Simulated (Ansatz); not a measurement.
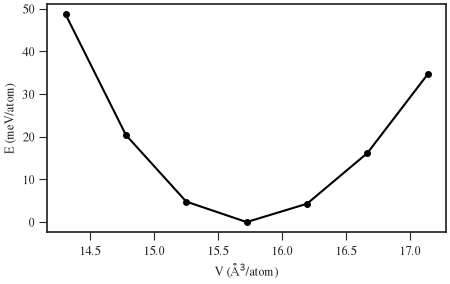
*MgPd (CsCl type, space group No. 221) under volume change, r²SCAN in the plane-wave PAW code Ansatz, scaled uniformly.*

Task: What does a third-order Birch–Murnaghan fit give for V₀, B₀ and B′?

Result: V₀ = 15.73 Å³/atom, B₀ = 103 GPa, B′ = 4.5.

Space group Pm-3m (CsCl type). The workflow started from an entry of the Crystallography Open Database (COD). Its standing as an ambient phase is unchecked. The cell was relaxed with r²SCAN under the symmetry of its start; whether a distortion lowers the energy is not shown. No spin polarisation was allowed.

Potentials: the later of the program's two PAW sets.
